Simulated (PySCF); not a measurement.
**The bond of TlO+, level by level**

Aim: find the lowest electronic state of TlO+, scan its bond at several levels of theory, and get bond length, wavenumber and dissociation energy from each curve.

The runs use PySCF 2.14.0; Tl cc-pVDZ-PP with ECP60, O cc-pVDZ, scalar-relativistic core potentials.

### 1 The job

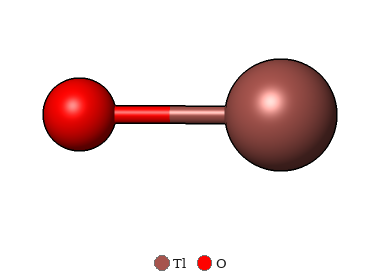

The two atoms at the starting distance (thallium brown, oxygen red).

Settings of the job:

| Quantity | Value |
| --- | --- |
| atoms | Tl, O |
| charge | 1 |
| basis | Tl cc-pVDZ-PP with ECP60, O cc-pVDZ |
| Hamiltonian | scalar-relativistic core potentials |
| basis functions | 37 |
| electrons treated | 28 |
| masses in u | 204.9744, 15.9949 |
| levels | PBE0, PBE, r²SCAN, PBEsol, M06-2X, B3LYP, HSE06, HF, MP2, SCS-MP2, CCSD, CCSD(T) |
| grid | 80 radial by 434 angular points |
| occupations | held fixed by the projection of orbital angular momentum |
| dissociation limit | Tl+ + O, each in its ground configuration |
| starting distance in angstrom | 2.130 |
| values of 2S to try | 0, 2 |

Launch:

```console
> OMP_NUM_THREADS=1 python dia.py task.json out
```

Further steps of the session: First curve: PBE0; Other states along the same grid; PBE; r²SCAN (meta-GGA); PBEsol; M06-2X (hybrid meta-GGA); B3LYP; HSE06 (range-separated hybrid); UHF; MP2 and coupled cluster.

Before running it: what results should come out? Wanted: for each run, Re; ωe; De; μ.

The runs gave:

Lowest PBE0 solution found, without spin–orbit coupling: ³Σ⁻ (triplet), unpaired electrons π ↑↑. State 2 has its PBE0 minimum 0.25 eV higher. State 3 has its PBE0 minimum 0.79 eV higher, as a spin-mixed determinant (⟨S²⟩ = 1.00), so this is no gap between pure states. State 4 has its PBE0 minimum 0.99 eV higher, as a spin-mixed determinant (⟨S²⟩ = 1.00), so this is no gap between pure states. The other levels ran on the lowest alone.

| level | Re (Å) | ωe (cm⁻¹) | De (eV) | μ (D) |
| --- | --- | --- | --- | --- |
| UHF | 3.235 | 92.2 | 0.166 | -0.47 |
| UHF-MP2 | 3.093 | 111.5 | 0.230 | n/a |
| UHF-SCS-MP2 | 3.111 | 109.7 | 0.225 | n/a |
| UHF-CCSD | 3.098 | 112.3 | 0.235 | n/a |
| UHF-CCSD(T) | 3.078 | 115.3 | 0.245 | n/a |
| PBE | 2.919 | 146.5 | 0.403 | 0.42 |
| PBEsol | 2.845 | 162.7 | 0.450 | 0.56 |
| r²SCAN | 2.908 | 148.1 | 0.361 | 0.33 |
| B3LYP | 2.971 | 133.5 | 0.322 | 0.17 |
| PBE0 | 2.950 | 136.0 | 0.318 | 0.14 |
| HSE06 | 2.935 | 139.7 | 0.326 | 0.17 |
| M06-2X | 2.976 | 136.4 | 0.302 | -0.02 |

De is counted to Tl+ + O in their ground configurations. A positive dipole points from Tl to O; in an ion it is taken about the centre of mass and does not tell which atom is negative.

In words: Bond lengths run from 2.845 Å (PBEsol) to 3.235 Å (UHF). CCSD(T) can't serve as the judge here: for a weak bond in this basis it is far from its limit. Of the levels with a De here, UHF gives the least (0.166 eV) and PBEsol the most (0.450 eV).

Correlated steps freeze 5 core orbitals. These are scalar-relativistic numbers at best; spin–orbit coupling would shift them, the dissociation energy most. With spin–orbit coupling the term label itself may not hold.
